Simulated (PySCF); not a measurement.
# C4H6O (SMILES C=C=COC): what the fields show

Input file:

```
{"job": {"xc": "B3LYP", "basis": "pcSseg-2", "kind": "nmr", "pop": true}, "charge": 0, "multiplicity": 1}
C      1.891682     0.242701    -0.679080
C      0.924112    -0.465635    -0.152397
C     -0.012636    -1.218225     0.388476
O     -1.330129    -0.943713     0.484286
C     -1.740955     0.286663    -0.047483
H      2.172681     0.139985    -1.735083
H      2.464158     0.969039    -0.088129
H      0.231797    -2.189797     0.829713
H     -1.236135     1.130013     0.456740
H     -2.824388     0.361335     0.109412
H     -1.518659     0.351012    -1.127613
```

Command:

```sh
OMP_NUM_THREADS=1 python ens_run.py task.json out
```

Geometry: PBE0-D3(BJ)/def2-SVP.

The calculation used PySCF 2.14.0, B3LYP/pcSseg-2, SCF density, gas phase, non-relativistic.

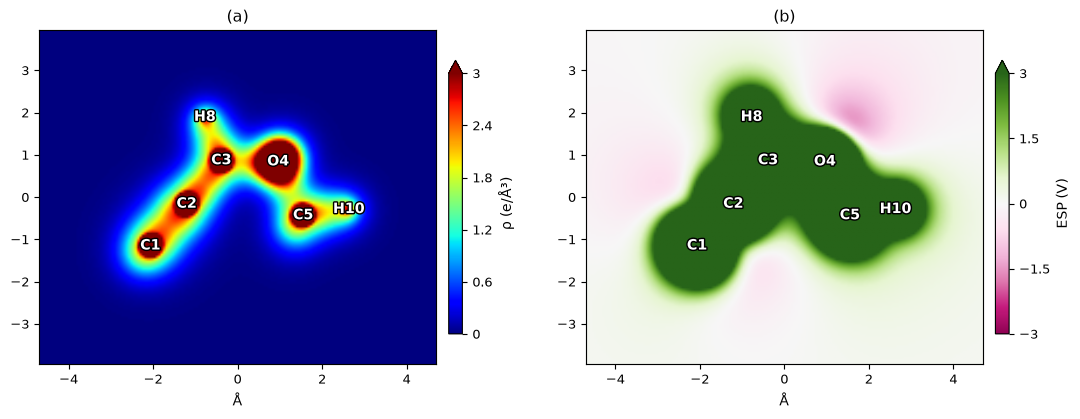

Figure 1. (a) electron density; (b) electrostatic potential on the plane of atoms C2, C3 and O4.

Question: Describe what can be read from this map.

Answer: The plane passes through C, O and H nuclei. C–C (1.31 Å): ρ at the midpoint is about 2.4 e/Å³. C–O (1.35 Å): ρ is about 2.4 e/Å³ halfway, with its minimum of 2 e/Å³ about 0.5 Å from C. C–H (1.09 Å): ρ is about 2.1 e/Å³ halfway. C–O (1.40 Å): ρ at the midpoint is about 2.1 e/Å³, with its minimum of 1.8 e/Å³ about 0.5 Å from C. Outside the dense part of the molecule the potential is most negative (−1.5 V) near O4.

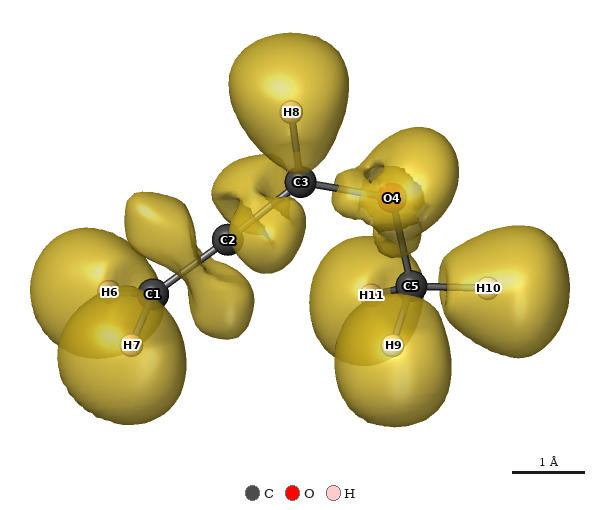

Figure 2. Isosurface of the ELF at 0.75 (yellow), seen at a tilt. Core shells and regions of very low density are left out.

Question: Describe the localisation domains.

Answer: At this value the surface marks out two regions between bonded C–C atoms (shared pairs), six regions around hydrogen nuclei and one region on O in which the atom's valence shell and bonds are merged. Along the contacts the grid gives the following. C–C (1.31 Å): the ELF peaks at about 0.90 between the atoms: a short, multiple covalent bond. C–O (1.35 Å): the ELF peaks at about 0.90 between the atoms: a shared but strongly polarised pair.

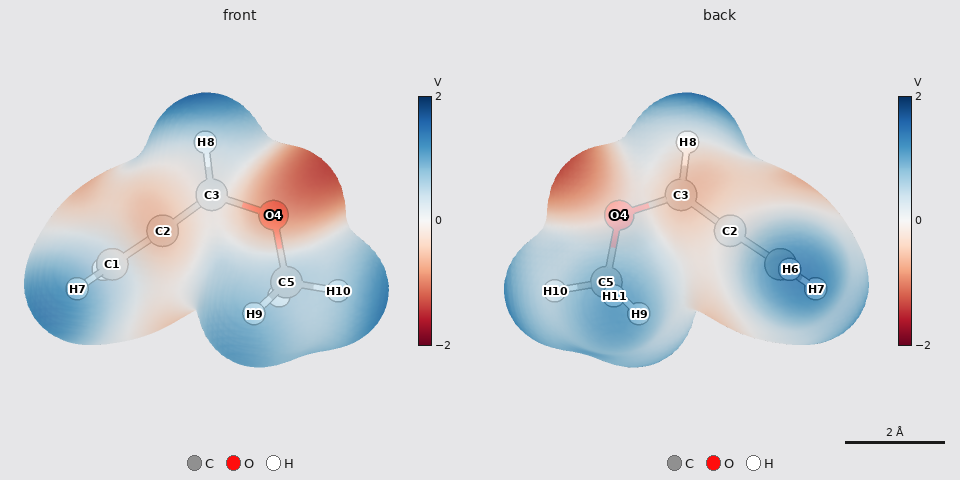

Figure 3. The electrostatic potential painted on the density surface at 0.004 e/bohr³, seen from the front and from behind; the colour scale runs from red (negative) to blue (positive).

Question: Where is the surface potential most negative and most positive?

Answer: The most negative region (about −1.3 V, or −30 kcal/mol for a unit charge) lies over O4, the most positive (about +1.5 V, or +35 kcal/mol for a unit charge) over H8. O4 is the likeliest acceptor of a hydrogen bond.
